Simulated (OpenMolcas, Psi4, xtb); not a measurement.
A ladder of methods for HBr (hydrogen bromide)

HBr has 2 atoms, charge 0, and is taken as a singlet. As SMILES, `Br`. The shape is that of a PBE0-D4/def2-TZVP optimisation.

```xyz
2

Br   -0.6032    0.2180   -0.3050
H     0.6032   -0.2180    0.3050
```

Each level gives the dipole moment (D). The values are calculated.

**The experiment to reproduce.** NIST CCCBDB gives the dipole moment of the gas as 0.83 D.

```json
{"level": "GFN2-xTB", "kind": "semi-empirical", "program": "xtb", "value (D)": "2.50", "computed − measured": "+1.67"}
{"level": "HF/cc-pVTZ", "kind": "Hartree–Fock", "program": "OpenMolcas", "value (D)": "1.02", "computed − measured": "+0.19"}
{"level": "SVWN5/cc-pVTZ", "kind": "LDA", "program": "OpenMolcas", "value (D)": "0.99", "computed − measured": "+0.16"}
{"level": "BLYP/cc-pVTZ", "kind": "GGA", "program": "Psi4", "value (D)": "0.88", "computed − measured": "+0.05"}
{"level": "TPSS/cc-pVTZ", "kind": "meta-GGA", "program": "OpenMolcas", "value (D)": "0.92", "computed − measured": "+0.09"}
{"level": "M06-2X/cc-pVTZ", "kind": "hybrid meta-GGA", "program": "Psi4", "value (D)": "0.97", "computed − measured": "+0.14"}
{"level": "TPSSh/cc-pVTZ", "kind": "hybrid meta-GGA", "program": "Psi4", "value (D)": "0.93", "computed − measured": "+0.10"}
{"level": "wB97M-V/cc-pVTZ", "kind": "range-separated hybrid", "program": "Psi4", "value (D)": "0.94", "computed − measured": "+0.11"}
```

Nearest: BLYP/cc-pVTZ (+0.05 D); farthest: GFN2-xTB (+1.67 D). The measured dipole is a vibrational average, so differences of a few hundredths of a debye mean little. Computed less measured by kind, in D (cc-pVTZ rows): semi-empirical +1.67; Hartree–Fock +0.19; LDA +0.16; GGA +0.05; meta-GGA +0.09; global hybrid +0.10 to +0.14; range-separated hybrid +0.11. All-electron rows without a relativistic Hamiltonian named are non-relativistic. Magnitudes only.

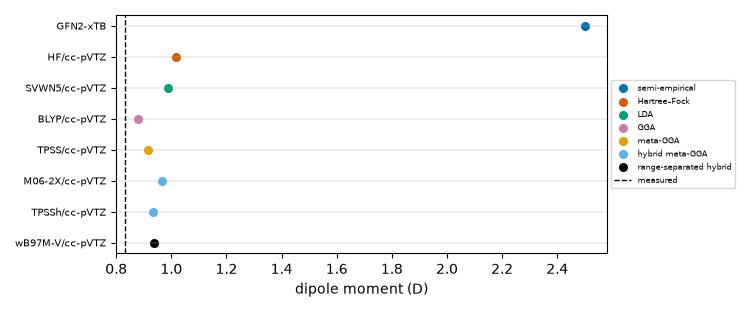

The values of the table, level by level.
